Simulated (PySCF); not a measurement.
## Electronic structure of Cl6Si3 (cyclo-(SiCl2)3) in real space

```xyz
9

Si    0.6600   -0.1694    1.1846
Cl    1.4903    1.4324    2.1741
Cl    0.9667   -1.9287    2.2023
Si   -1.3355    0.2102   -0.0212
Cl   -2.2380    2.0573    0.0587
Cl   -2.7214   -1.3076   -0.1191
Si    0.7080   -0.0824   -1.1736
Cl    1.6044    1.5293   -2.0818
Cl    0.9982   -1.8105   -2.2497
```

Geometry: PBE0-D3(BJ)/def2-SVP.

Computed with PBE0/pcSseg-1, SCF density, gas phase, non-relativistic in PySCF 2.14.0.

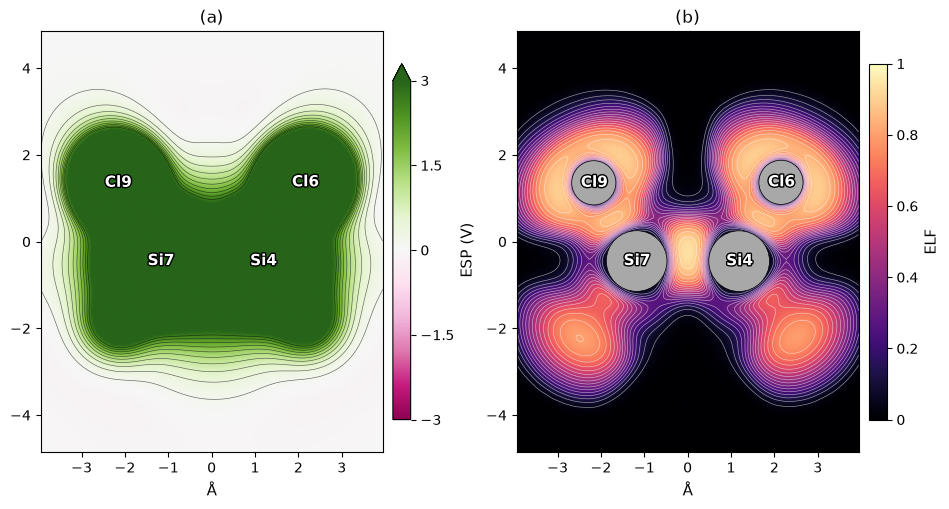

Figure 1. (a) molecular electrostatic potential; (b) ELF on the plane of atoms Si4, Si7 and Cl9. Grey discs cover the atomic cores in the ELF map.

> What do the fields say about this system?

The plane passes through Si and Cl nuclei.
Si–Cl (2.06 Å): the ELF peaks at about 0.85 between the atoms: a polar covalent bond.
Si–Si (2.36 Å): the ELF peaks at about 0.95 between the atoms; a covalent bond.
The ELF also peaks beside Cl8, Cl5, Cl9 and Cl6, away from the bonds: lone-pair regions.
The potential has no marked negative region in this plane.

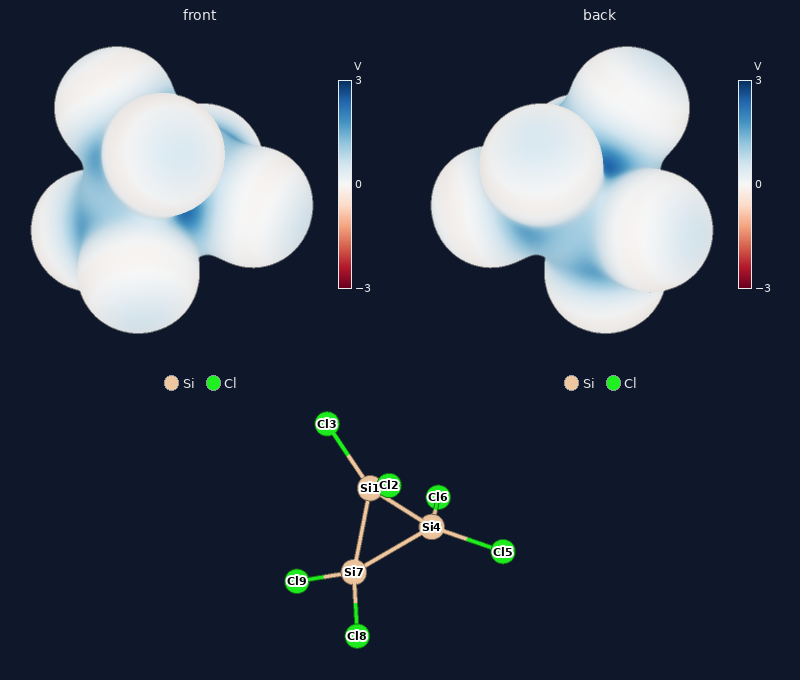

Figure 2. The electrostatic potential painted on the density surface at 0.002 e/bohr³, seen from the front and from behind; red is negative and blue positive. The bare structure is drawn below in the same view.

> Which sites attract a positive test charge, and which a negative one?

A positive charge is drawn to the negative regions and a negative charge to the positive ones. The most negative region (about −0.1 V) lies over the Cl atoms, the most positive (about +2.1 V) over Si1, Si4 and Si7. Cl2 shows a σ-hole: about +0.4 V at the tip opposite its bond, against about 0.0 V on its flanks. Cl3 shows a σ-hole: about +0.5 V at the tip opposite its bond, against about 0.0 V on its flanks. Cl5 shows a σ-hole: about +0.4 V at the tip opposite its bond, against about 0.0 V on its flanks. Cl6 shows a σ-hole: about +0.4 V at the tip opposite its bond, against about 0.0 V on its flanks. Cl8 shows a σ-hole: about +0.4 V at the tip opposite its bond, against about 0.0 V on its flanks. Cl9 shows a σ-hole: about +0.4 V at the tip opposite its bond, against about 0.0 V on its flanks.

> What dipole moment does the calculation give?

Its dipole moment is 0.06 D.
